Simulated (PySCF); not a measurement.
C₂H₆O₂, SMILES `[H][H].COC=O`.

Method: PBE0/aug-cc-pVDZ; geometry: GFN2-xTB; program: PySCF.

Coordinates in Å:

```
H1       3.3835    2.0273    0.1164
H2       2.6840    1.6906    0.0605
C3       0.7813   -1.1540    0.0032
O4       0.5807    0.2565   -0.0460
C5      -0.6739    0.6711   -0.0199
O6      -1.6482   -0.0174    0.0386
H7       0.2252   -1.6412   -0.7997
H8       1.8494   -1.3161   -0.1150
H9       0.4374   -1.5487    0.9609
H10     -0.6843    1.7733   -0.0631
```

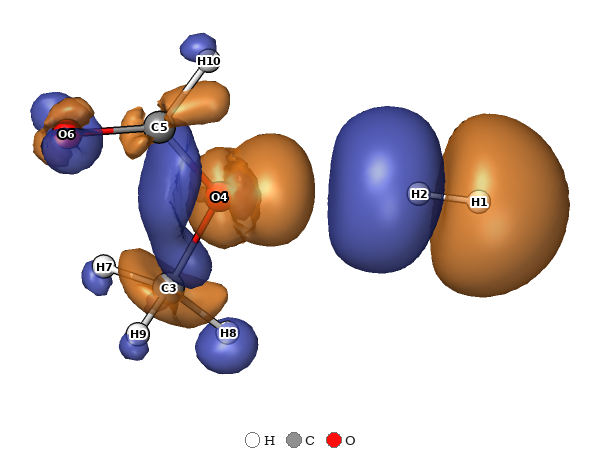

Density of the complex less the densities of the two fragments at the same geometry, ±0.0005 e/Å³ (orange: gain, blue: loss). Fragment A: H2 (atoms 1–2); fragment B: H4C2O2.

Which way does charge flow?

Hirshfeld charges show almost no net transfer (under 0.005 e). By Hirshfeld charges, electrons gather most on H1 (−0.008 e) and leave H2 most (+0.005 e); 0.02 e is displaced in all, which induces a dipole of 0.15 D.

What is the interaction energy, and which contacts carry it?

The counterpoise-corrected interaction energy of the frozen fragments is −0.3 kcal/mol without dispersion correction and −0.6 kcal/mol with D3(BJ). The pair geometry is semi-empirical, not a minimum at this level. Contacts: H2···O4, 2.55 Å, ρ = 0.008 a.u. The pose is a local one from a semi-empirical search, not shown to be the most stable.

Run time: 79 s on 1 thread of Intel(R) Xeon(R) Processor @ 2.50GHz (Skylake/Cascade Lake), with other jobs on the host, peak memory 0.61 GiB.
